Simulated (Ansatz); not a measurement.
# ClF2H3NOTi: the cost of one run

Program: Ansatz 0.2.0. Level of theory: UKS PBE/def2-SVP. These are calculated values, not measurements.

### Step 1. The system as given

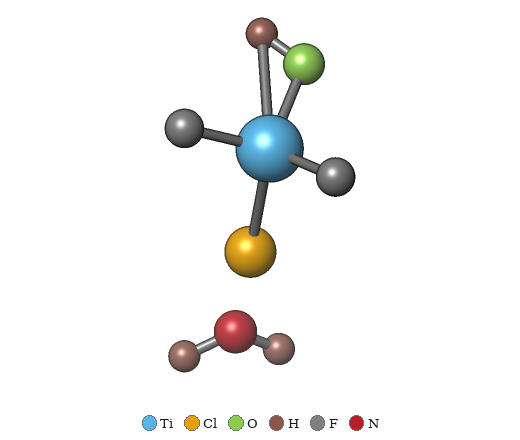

Start, viewed from a free direction; titanium blue, chlorine amber, oxygen green, hydrogen brown, fluorine grey, nitrogen red.

As a file:

```xyz
9

Ti    0.0000    0.0000    0.0000
Cl    0.0000    0.0000    2.6200
O     1.8106    0.0000   -0.6394
H     2.1269   -0.9521   -0.7560
F    -0.8619    1.4933   -0.6094
F    -0.8619   -1.4933   -0.6094
N     0.0000    0.0000    4.6500
H    -0.4960   -0.7725    5.1800
H     0.4960    0.7725    5.1800
```

### Step 2. Pulling towards end A

Springs on the bonds that form and break draw the guess towards this end; the thresholds are loose.

Input file input.yaml:

```yaml
crystal:
  periodic: [false, false, false]
  atoms:
    - { symbol: Ti, position_ang: [0.0, 0.0, 0.0] }
    - { symbol: Cl, position_ang: [0.0, 0.0, 2.62] }
    - { symbol: O, position_ang: [1.8106, 0.0, -0.6394] }
    - { symbol: H, position_ang: [2.1269, -0.9521, -0.756] }
    - { symbol: F, position_ang: [-0.8619, 1.4933, -0.6094] }
    - { symbol: F, position_ang: [-0.8619, -1.4933, -0.6094] }
    - { symbol: "N", position_ang: [0.0, 0.0, 4.65] }
    - { symbol: H, position_ang: [-0.496, -0.7725, 5.18] }
    - { symbol: H, position_ang: [0.496, 0.7725, 5.18] }
magnetization:
  spin_polarized: true
  initial_magnetization: 1
basis:
  gaussian: { orbitals: def2-SVP }
hamiltonian:
  xc: pbe
relax:
  f_tol: 0.15
  max_steps: 25
  restrain:
    - { distance: [1, 6], at: 2.93, k: 30.0 }
    - { distance: [0, 1], at: 2.37, k: 30.0 }
```

The run is started by

```
$ ansatz run input.yaml --threads 4 --pin off --max-ram 5120MiB --backend cpu --events-out ev --progress --plain --runs-dir out
```

What time and memory should one allow on 4 threads of AMD EPYC 7R32 (Zen 2), shared host?

About 39 s, with a peak of 0.36 GiB.
